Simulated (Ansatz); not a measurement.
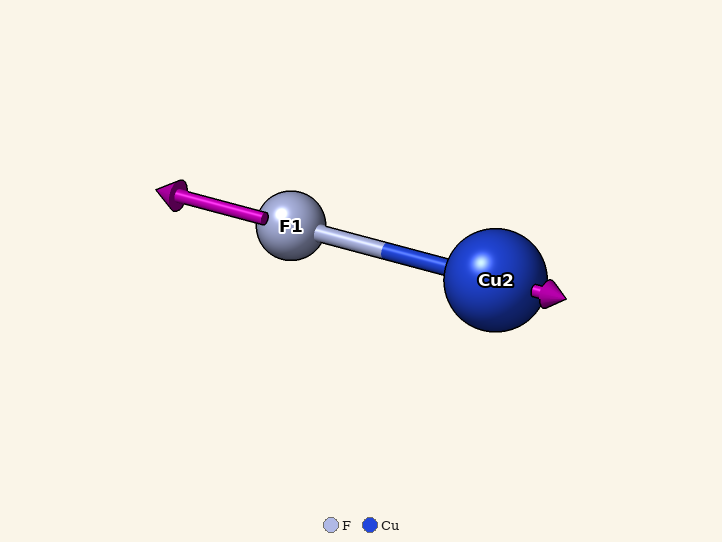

The arrows show one normal mode. Charge 0, singlet. Harmonic vibrations computed with RKS PBE0-D4/def2-TZVP (Ansatz 0.2.0) at a stationary point of the same level.

**Describe the motion.**

Mostly Cu–F stretching.

**At what wavenumber does it lie?**

593 cm⁻¹; it is mode 1 of 1 counted from the lowest.
